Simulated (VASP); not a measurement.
Band structure of W (space group Im-3m). Calculation: PBE GGA, VASP's PBE PAW potentials (set 64) (plane waves; VASP).

Unless said otherwise, spin-orbit coupling is left out, though it shifts the bands of the heavy elements here.

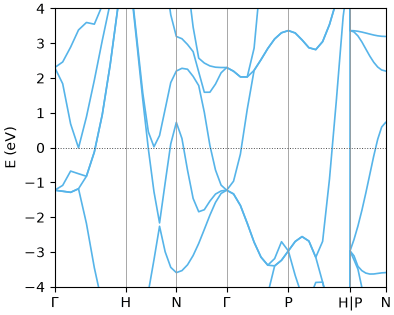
Bands along high-symmetry lines, zero at the valence-band maximum or, without a gap, the Fermi level

**Question.** Read the plot: is there a gap, and where are the band edges?

**Answer.** It has no gap at this level: it comes out as a metal or semimetal.

The structure comes from a computed database's W entry; how it stands against other phases isn't given here. The cell was not relaxed at this level.
